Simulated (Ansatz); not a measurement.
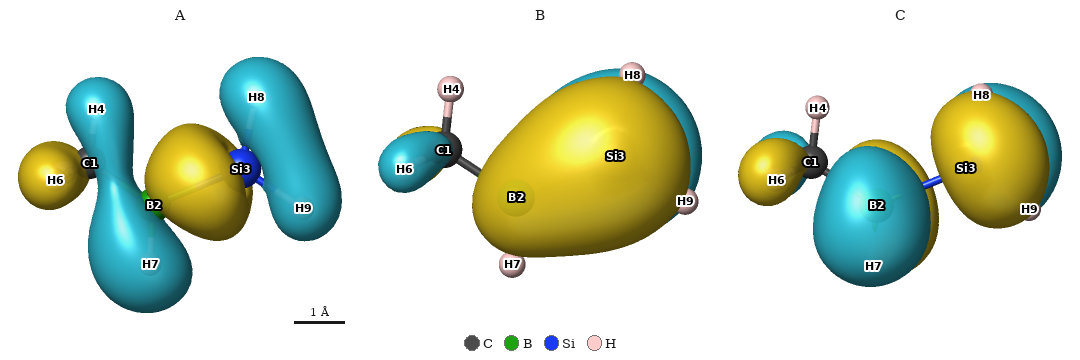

CH₆BSi (SMILES CB[SiH2]) (doublet). Three frontier orbitals at ±0.08 Å⁻³ᐟ² (yellow and cyan are the two phases), in no order.

Geometry: r2SCAN-D4/def2-SVP.

Method: isolated molecule in a Gaussian basis; Kohn-Sham density functional theory, functional PBE0 in Ansatz.

```xyz
9

C     0.1749    0.9620    1.4471
B    -0.6135    0.8894    0.0947
Si   -2.3732    0.0709   -0.1043
H    -0.3169    0.5213    2.3268
H     1.1606    0.4762    1.3191
H     0.4153    2.0178    1.6735
H    -0.1228    1.3630   -0.9086
H    -3.1392   -0.5638    1.0105
H    -3.1325   -0.0054   -1.3861
```

> Which picture is the HOMO−1, the HOMO and the LUMO? All are α orbitals.

A is the HOMO−1 (α) (−8.37 eV). By Hirshfeld shares it lies mainly on Si3 (about 30 %), B2 (about 30 %), H7 (about 15 %), C1 (about 10 %) and H8 (about 5 %). B is the HOMO (α) (−6.12 eV). By Hirshfeld shares it lies mainly on Si3 (about 65 %) and B2 (about 20 %). C is the LUMO (α) (−1.01 eV). Its weight (Hirshfeld) is mainly on B2 (about 40 %), Si3 (about 35 %) and C1 (about 5 %); π-antibonding (π*) across B2–Si3.

> What is the gap between the highest occupied and lowest empty α orbitals?

5.11 eV between the orbital energies.
